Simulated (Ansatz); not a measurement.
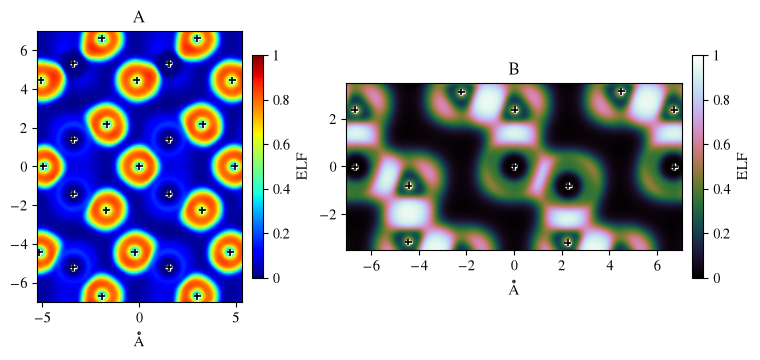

The ELF of 2 systems, each on a plane through atoms (crosses mark nuclei in the plane).

All numbers below come from DFT r2SCAN, scalar-relativistic, plane waves, PAW in Ansatz.

System 1: Si13Ge3, the (010) plane of the conventional cell. Space group Cm; a generated structure, not necessarily the stable one.

```yaml
crystal:
  lattice:
    - [5.47132, -5.47132, 10.94398]
    - [5.47366, 5.47366, 0.00000]
    - [-5.47206, 5.47206, 0.00073]
  atoms:
    - { symbol: Ge, position: [0.12353, 0.00000, 0.37652] }
    - { symbol: Ge, position: [0.62353, 0.50000, 0.37652] }
    - { symbol: Ge, position: [0.12504, 0.50000, 0.37514] }
    - { symbol: Ge, position: [0.62504, 0.00000, 0.37514] }
    - { symbol: Si, position: [0.37636, 0.25277, 0.37640] }
    - { symbol: Si, position: [0.87636, 0.75277, 0.37640] }
    - { symbol: Si, position: [0.37636, 0.74723, 0.37640] }
    - { symbol: Si, position: [0.87636, 0.24723, 0.37640] }
    - { symbol: Si, position: [0.37492, 0.25012, 0.87492] }
    - { symbol: Si, position: [0.87492, 0.75012, 0.87492] }
    - { symbol: Si, position: [0.37492, 0.74988, 0.87492] }
    - { symbol: Si, position: [0.87492, 0.24988, 0.87492] }
    - { symbol: Si, position: [0.12361, 0.00000, 0.87087] }
    - { symbol: Si, position: [0.62361, 0.50000, 0.87087] }
    - { symbol: Si, position: [0.12506, 0.50000, 0.87494] }
    - { symbol: Si, position: [0.62506, 0.00000, 0.87494] }
    - { symbol: Si, position: [0.49728, 0.24994, 0.24724] }
    - { symbol: Si, position: [0.99728, 0.74994, 0.24724] }
    - { symbol: Si, position: [0.49728, 0.75006, 0.24724] }
    - { symbol: Si, position: [0.99728, 0.25006, 0.24724] }
    - { symbol: Ge, position: [0.25145, 0.00000, 0.24840] }
    - { symbol: Ge, position: [0.75145, 0.50000, 0.24840] }
    - { symbol: Si, position: [0.25130, 0.50000, 0.24847] }
    - { symbol: Si, position: [0.75130, 0.00000, 0.24847] }
    - { symbol: Si, position: [0.25134, 0.00000, 0.75420] }
    - { symbol: Si, position: [0.75134, 0.50000, 0.75420] }
    - { symbol: Si, position: [0.25130, 0.50000, 0.75410] }
    - { symbol: Si, position: [0.75130, 0.00000, 0.75410] }
    - { symbol: Si, position: [0.00013, 0.75001, 0.75012] }
    - { symbol: Si, position: [0.50013, 0.25001, 0.75012] }
    - { symbol: Si, position: [0.00013, 0.24999, 0.75012] }
    - { symbol: Si, position: [0.50013, 0.74999, 0.75012] }
```

System 2: AlGa3O6, the (010) plane of the conventional cell. Space group R3; a generated structure, not necessarily the stable one.

```yaml
crystal:
  lattice:
    - [-2.47199, 4.28161, 0.00000]
    - [4.94398, 0.00000, 0.00000]
    - [0.00000, 0.00000, -13.33499]
  atoms:
    - { symbol: Al, position: [0.66667, 0.33333, 0.98288] }
    - { symbol: Al, position: [0.00000, 0.00000, 0.64954] }
    - { symbol: Al, position: [0.33333, 0.66667, 0.31621] }
    - { symbol: Ga, position: [0.00000, 0.00000, 0.85900] }
    - { symbol: Ga, position: [0.33333, 0.66667, 0.52567] }
    - { symbol: Ga, position: [0.66667, 0.33333, 0.19233] }
    - { symbol: Ga, position: [0.66667, 0.33333, 0.68836] }
    - { symbol: Ga, position: [0.00000, 0.00000, 0.35502] }
    - { symbol: Ga, position: [0.33333, 0.66667, 0.02169] }
    - { symbol: Ga, position: [0.33333, 0.66667, 0.81123] }
    - { symbol: Ga, position: [0.66667, 0.33333, 0.47790] }
    - { symbol: Ga, position: [0.00000, 0.00000, 0.14456] }
    - { symbol: O, position: [0.00413, 0.30013, 0.74729] }
    - { symbol: O, position: [0.33746, 0.96680, 0.41396] }
    - { symbol: O, position: [0.67080, 0.63346, 0.08062] }
    - { symbol: O, position: [0.29600, 0.99587, 0.74729] }
    - { symbol: O, position: [0.62933, 0.66254, 0.41396] }
    - { symbol: O, position: [0.96267, 0.32920, 0.08062] }
    - { symbol: O, position: [0.69987, 0.70400, 0.74729] }
    - { symbol: O, position: [0.03320, 0.37067, 0.41396] }
    - { symbol: O, position: [0.36654, 0.03733, 0.08062] }
    - { symbol: O, position: [0.34721, 0.36446, 0.91666] }
    - { symbol: O, position: [0.68054, 0.03112, 0.58333] }
    - { symbol: O, position: [0.01387, 0.69779, 0.25000] }
    - { symbol: O, position: [0.01725, 0.65279, 0.91666] }
    - { symbol: O, position: [0.35058, 0.31946, 0.58333] }
    - { symbol: O, position: [0.68392, 0.98613, 0.25000] }
    - { symbol: O, position: [0.63554, 0.98275, 0.91666] }
    - { symbol: O, position: [0.96888, 0.64942, 0.58333] }
    - { symbol: O, position: [0.30221, 0.31608, 0.25000] }
```

Match each panel to its system.

Answer. Panel A is system 2, AlGa3O6: the plane holds Al, Ga and O. Al–O (1.88 Å): the ELF peaks at about 0.85 in the valence shell of O, 0.7 Å from its nucleus, and is about 0.80 at the midpoint. Panel B is system 1, Si13Ge3: the plane holds Ge and Si. Si–Si (2.35 Å): the ELF peaks at about 0.95 between the atoms (a covalent bond).
